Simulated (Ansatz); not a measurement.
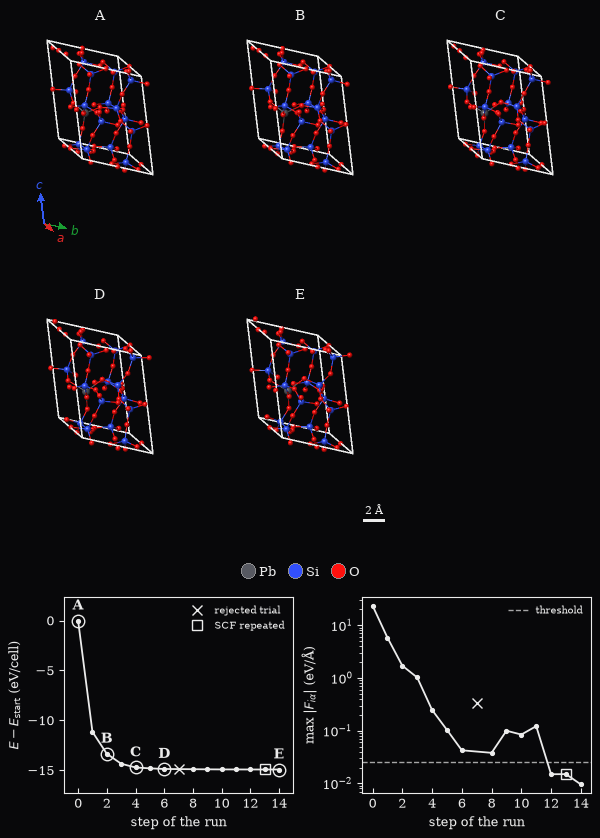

Frames of a relaxation of a defect cell of composition Si$_{15}$PbO$_{32}$, marked on the history of the run. A ball-and-stick model of the cell of the calculation (origin shifted), seen slightly off an axis.

Case: Pb on a Si site (a), charge +0, atoms relaxed at the host's cell.

Level of theory: DFT PBE, scalar-relativistic, plane waves, PAW in Ansatz 0.2.0. Set-up: plane-wave cutoff 420 eV; k-point mesh 2 × 2 × 2; occupations gaussian; smearing width 0.01 eV; mesh shifted by (0.5, 0.5, 0.5); no spin polarisation; atoms relaxed in a fixed cell; force threshold 0.025 eV/Å; at most 45 steps.

### Describe the path.

Over 12 accepted moves (14 points after the start) the energy falls by 14.919 eV per cell of the calculation. Largest force component: 23 eV/Å at the start, 0.0096 eV/Å at the end. The line search rejected the trial step at point 7 of the run. 1 step only repeated the SCF at the same geometry. The largest moves, 0.92 Å, are those of O atoms. Largest moves by element: O 0.92 Å, Pb 0.39 Å, Si 0.37 Å. The cell doesn't change. Some distances before and after: O–Pb 1.625 → 2.070 Å, O–Si 1.625 → 1.637 Å. Among the angles between lasting bonds that change: Pb–O–Si 149.0° → 118.4°, Pb–O–Si 149.0° → 119.8°, Si–O–Si 149.0° → 160.0°. The run took 5.8 min on 4 threads of Arm Neoverse V2, with other jobs on the host, peak memory 2.1 GiB. From step 0 to 2: O atoms move most (0.34 Å), energy −13.341 eV per cell of the calculation. From step 2 to 4: O atoms move most (0.40 Å), energy −1.375 eV per cell of the calculation. From step 4 to 6: O atoms move most (0.40 Å), energy −0.151 eV per cell of the calculation. From step 6 to 14: O atoms move most (0.30 Å), energy −52.0 meV per cell of the calculation.

```
step  E − E(0), meV/atom  largest force component, eV/Å                         note
   0                0.00                        23.4932                             
   1             -232.30                         5.8175                             
   2             -277.94                         1.7092                             
   3             -298.78                         1.0212                             
   4             -306.59                         0.2472                             
   5             -308.42                         0.1036                             
   6             -309.73                         0.0424                             
   7             -309.65                         0.3398                     rejected
   8             -310.21                         0.0380                             
   9             -310.46                         0.0997                             
  10             -310.66                         0.0843                             
  11             -310.70                         0.1217                             
  12             -310.80                         0.0149                             
  13             -310.80                         0.0150  same geometry, SCF repeated
  14             -310.82                         0.0096
```
